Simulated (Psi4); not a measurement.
**SiH2F2 (SMILES F[SiH2]F): PBE0/aug-cc-pVDZ**

Aim: the vertical electron affinity of SiH2F2 at PBE0/aug-cc-pVDZ, from 2 runs. 

The results are computed with Psi4 1.11.

**1. Starting point**

SiH2F2: 5 atoms, total charge 0, spin state singlet. As SMILES, `F[SiH2]F`. Geometry: relaxed at PBE0-D4/def2-TZVP.

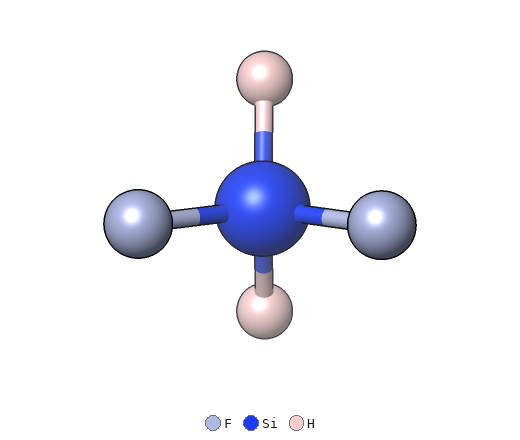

Viewed from a chosen angle; fluorine light blue, silicon blue, hydrogen pink.

**2. Energy and gradient at PBE0/aug-cc-pVDZ**

Contents of f2h2si.dat:

```
memory 2200 mb

molecule {
  0 1
  F     -1.079010     0.538200     0.980720
  Si    -0.005220    -0.000540    -0.054090
  F      1.247630    -0.520590     0.766910
  H     -0.590470    -1.138740    -0.786300
  H      0.427070     1.121680    -0.907250
  units angstrom
  symmetry c1
  no_reorient
  no_com
}

set basis aug-cc-pVDZ
set puream true
set e_convergence 1e-09
set d_convergence 1e-08
set scf_type pk
set dft_radial_points 99
set dft_spherical_points 590

gradient('pbe0')
```

Started as:

```bash
$ psi4 f2h2si.dat f2h2si.out -n 1
```

f2h2si.out:

```text
[...]
  Running in c1 symmetry.
[...]
  Nuclear repulsion =  118.741930693433218
[...]
  Multiplicity = 1
[...]
  Nalpha       = 17
  Nbeta        = 17
[...]
    Number of basis functions: 91
[...]
   @RKS iter   1:  -490.11255066909831   -4.01263e-01   5.50335e-03 DIIS/ADIIS
[...]
   @RKS iter  10:  -490.19431380483263   -2.21689e-12   2.96500e-09 DIIS
[...]
    Orbital Energies [Eh]
    ---------------------
    Doubly Occupied:
       1A    -66.363557     2A    -24.802115     3A    -24.802112
       4A     -5.424354     5A     -3.761146     6A     -3.758819
       7A     -3.755843     8A     -1.254492     9A     -1.235934
      10A     -0.610349    11A     -0.525693    12A     -0.505578
      13A     -0.501097    14A     -0.462120    15A     -0.450106
      16A     -0.436183    17A     -0.363806
[...]
  @RKS Final Energy:  -490.19431380483263
   => Energetics <=
    Nuclear Repulsion Energy =            118.7419306934332184
    One-Electron Energy =                -917.0879245962840969
    Two-Electron Energy =                 340.1974071683168859
    DFT Exchange-Correlation Energy =     -32.0457270702986463
    Empirical Dispersion Energy =           0.0000000000000000
    VV10 Nonlocal Energy =                  0.0000000000000000
    Total Energy =                       -490.1943138048326318
[...]
 Multipole Moments:
 ------------------------------------------------------------------------------------
     Multipole            Electronic (a.u.)      Nuclear  (a.u.)        Total (a.u.)
 ------------------------------------------------------------------------------------
 L = 1.  Multiply by 2.5417464519 to convert [e a0] to [Debye]
 Dipole X            :         -2.4807990            2.4209281           -0.0598709
 Dipole Y            :         -0.2592154            0.2529776           -0.0062378
 Dipole Z            :        -25.7119322           25.0915189           -0.6204132
 Magnitude           :                                                    0.6233266
[...]
  -Total Gradient:
     Atom            X                  Y                   Z
    ------   -----------------  -----------------  -----------------
       1        0.021579117259    -0.010881643030    -0.021819817051
       2        0.003397772423     0.000359247268     0.035260434004
       3       -0.025368050381     0.010482936617    -0.017501426308
       4        0.001786621717     0.003555105147     0.001836584845
       5       -0.001396293650    -0.003515730921     0.002215656820
[...]
```

Run time: 32 s. Hardware: 1 thread of Intel Xeon Platinum 8259CL at 2.50GHz (Skylake/Cascade Lake), shared host; peak memory 1.1 GiB.

**3. The doublet anion, same level**

Contents of f2h2si.json:

```json
{
 "schema_name": "qcschema_input",
 "schema_version": 1,
 "molecule": {
  "schema_name": "qcschema_molecule",
  "schema_version": 2,
  "symbols": ["F", "Si", "F", "H", "H"],
  "geometry": [-2.03903339, 1.0170506, 1.8532922, -0.00986437, -0.00102045, -0.10221529, 2.357679, -0.98377252, 1.44924986, -1.11582658, -2.15190673, -1.48589165, 0.80704534, 2.119668, -1.71445403],
  "molecular_charge": -1,
  "molecular_multiplicity": 2,
  "fix_symmetry": "c1"
 },
 "driver": "gradient",
 "model": {
  "method": "pbe0",
  "basis": "aug-cc-pVDZ"
 },
 "keywords": {
  "reference": "uks",
  "puream": true,
  "e_convergence": 1e-09,
  "d_convergence": 1e-08,
  "scf_type": "pk",
  "dft_radial_points": 99,
  "dft_spherical_points": 590,
  "maxiter": 100,
  "scf_properties": ["MULLIKEN_CHARGES", "QUADRUPOLE", "MAYER_INDICES"]
 }
}
```

Started as:

```bash
$ psi4 --qcschema f2h2si.json -n 1 --memory 2200MB
```

stdout, shortened:

```text
[...]
  Running in c1 symmetry.
[...]
  Nuclear repulsion =  118.741930786793503
[...]
  Multiplicity = 2
[...]
  Nalpha       = 18
  Nbeta        = 17
[...]
    Number of basis functions: 91
[...]
   @UKS iter   1:  -489.96724575345814   -2.55958e-01   6.51695e-03 ADIIS/DIIS
[...]
   @UKS iter  14:  -490.16647258947245   -1.15108e-10   7.33123e-09 DIIS
[...]
   @S^2 Observed:                7.501119658E-01
[...]
  @UKS Final Energy:  -490.16647258947245
   => Energetics <=
    Nuclear Repulsion Energy =            118.7419307867935032
    One-Electron Energy =                -921.7145436448184910
    Two-Electron Energy =                 344.9209609341171472
    DFT Exchange-Correlation Energy =     -32.1148206655646575
    Empirical Dispersion Energy =           0.0000000000000000
    VV10 Nonlocal Energy =                  0.0000000000000000
    Total Energy =                       -490.1664725894724484
[...]
 Multipole Moments:
 ------------------------------------------------------------------------------------
     Multipole            Electronic (a.u.)      Nuclear  (a.u.)        Total (a.u.)
 ------------------------------------------------------------------------------------
 L = 1.  Multiply by 2.5417464519 to convert [e a0] to [Debye]
 Dipole X            :          0.3744248           -0.3127915            0.0616333
 Dipole Y            :          0.0390508           -0.0326621            0.0063887
 Dipole Z            :          3.8803054           -3.2418887            0.6384167
 Magnitude           :                                                    0.6414167
 L = 2.  Multiply by 1.3450342976 to convert [e a0^2] to [Debye ang]
 Quadrupole XX       :       -124.0471739           89.1750187          -34.8721552
 Quadrupole XY       :         27.4979856          -35.4447281           -7.9467425
[...]
  Mulliken Charges: (a.u.)
   Center  Symbol    Alpha    Beta     Spin     Total
[...]
  -Total Gradient:
     Atom            X                  Y                   Z
    ------   -----------------  -----------------  -----------------
       1        0.024402479392    -0.012319594358    -0.024942001525
       2        0.003835179849     0.000404571341     0.039791569328
       3       -0.028739205574     0.011863930873    -0.020054522691
       4        0.002260126844     0.004490251562     0.002358598273
       5       -0.001759475890    -0.004439250896     0.002837138764
[...]
```

The result, in JSON:

```text
{
 "driver": "gradient",
 "model": {
  "method": "pbe0",
  "basis": "aug-cc-pVDZ"
 },
 "success": true,
 "return_result": [0.024402479391772147, -0.012319594358088229, -0.02494200152503557, 0.003835179848786509, 0.0004045713410372174, 0.039791569327643994, -0.02873920557385798, 0.011863930872600348, -0.020054522691212856, 0.0022601268436136523, 0.004490251561666908, 0.0023585982734930094, -0.001759475890294633, -0.004439250896079605, 0.0028371387640046958],
 "properties": {
  "calcinfo_nbasis": 91,
  "calcinfo_nmo": 91,
  "calcinfo_nalpha": 18,
  "calcinfo_nbeta": 17,
  "calcinfo_natom": 5,
  "nuclear_repulsion_energy": 118.7419307867935,
  "return_energy": -490.16647258947245,
  "return_gradient": [0.024402479391772147, -0.012319594358088229, -0.02494200152503557, 0.003835179848786509, 0.0004045713410372174, 0.039791569327643994, -0.02873920557385798, 0.011863930872600348, -0.020054522691212856, 0.0022601268436136523, 0.004490251561666908, 0.0023585982734930094, -0.001759475890294633, -0.004439250896079605, 0.0028371387640046958],
  "scf_one_electron_energy": -921.7145436448185,
  "scf_two_electron_energy": 344.92096093411715,
  "scf_xc_energy": -32.11482066556466,
  "scf_dipole_moment": [0.061633252892520085, 0.006388735987115646, 0.6384167095189652],
  "scf_total_energy": -490.16647258947245,
  "scf_total_gradient": [0.024402479391772147, -0.012319594358088229, -0.02494200152503557, 0.003835179848786509, 0.0004045713410372174, 0.039791569327643994, -0.02873920557385798, 0.011863930872600348, -0.020054522691212856, 0.0022601268436136523, 0.004490251561666908, 0.0023585982734930094, -0.001759475890294633, -0.004439250896079605, 0.0028371387640046958],
  "scf_iterations": 14
 }
}
```

Wall time 45 s (1 thread of Intel Xeon Platinum 8259CL at 2.50GHz (Skylake/Cascade Lake), shared host); peak memory 1.1 GiB.

**4. Results**

Level: PBE0/aug-cc-pVDZ.

| quantity | value |
| --- | --- |
| singlet SiH2F2: total energy | -490.19431 Eh |
| singlet SiH2F2: dipole moment | 1.58 D |
| singlet SiH2F2: HOMO energy | -9.90 eV |
| singlet SiH2F2: LUMO energy | -0.12 eV |
| singlet SiH2F2: HOMO–LUMO gap | 9.78 eV |
| singlet SiH2F2: largest force on an atom | 1.822 eV/Å |
| doublet anion: total energy | -490.16647 Eh |
| doublet anion: HOMO energy (highest over α and β) | 1.63 eV |
| doublet anion: LUMO energy (lowest over α and β) | 2.67 eV |
| doublet anion: ⟨S²⟩ | 0.750 |
| doublet anion: largest force on an atom | 2.056 eV/Å |
| vertical electron affinity (to the doublet anion) | -0.758 eV |

In words: The anion lies 0.76 eV (73.1 kJ/mol) above the neutral: the electron isn't bound at this level, and such a value depends on the basis. The largest force (singlet SiH2F2) is 1.82 eV/Å: the shape isn't a stationary point for this species at this level. The HOMO (doublet anion) lies at positive energy, 1.63 eV; only total energies tell whether the electron is bound.
